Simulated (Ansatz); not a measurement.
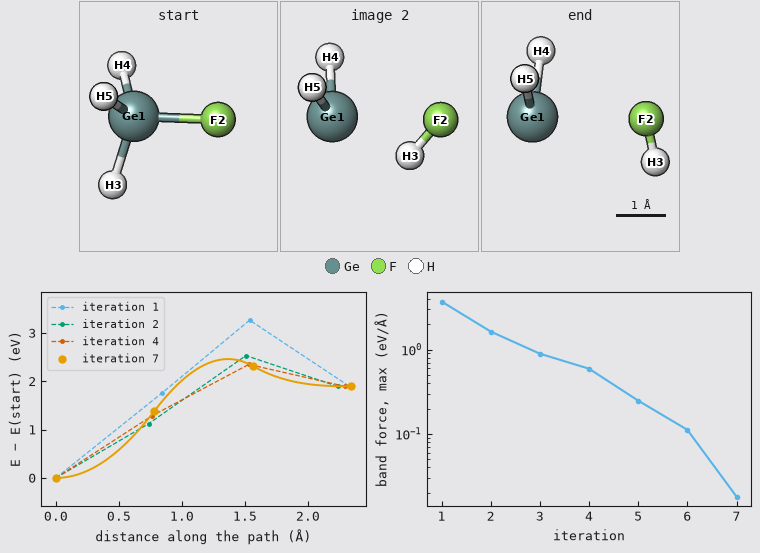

A nudged-elastic-band calculation for GeH$_{3}$F. Images are numbered from 0 (start) to 3 (end). The plot follows the band through its iterations. A ball-and-stick model, seen at a tilt.

Method: RKS B3LYP-D4/def2-SVP (Ansatz). Settings: 2 movable images; no climbing image; force threshold 0.05 eV/Å; iteration limit 60; starting path through a guess of the saddle point.

Question: How did the profile develop, and is the result final?

Answer: The run is converged, with reservations. The band converged in 7 iterations. The largest component of the band force went from 3.7 to 0.018 eV/Å. No image climbed, so the highest image needn't lie on the saddle point, and the true maximum along this path can be higher. So few images resolve the path coarsely. The first iteration put the highest image at 3.27 eV. The highest point, image 2, lies 2.32 eV above the start and 0.42 eV above the end; the end is at +1.89 eV relative to the start.

The run took 28 s on 1 thread of AMD EPYC 7R43 64-Core Processor (Zen 3) (shared host), peak memory 0.13 GiB.
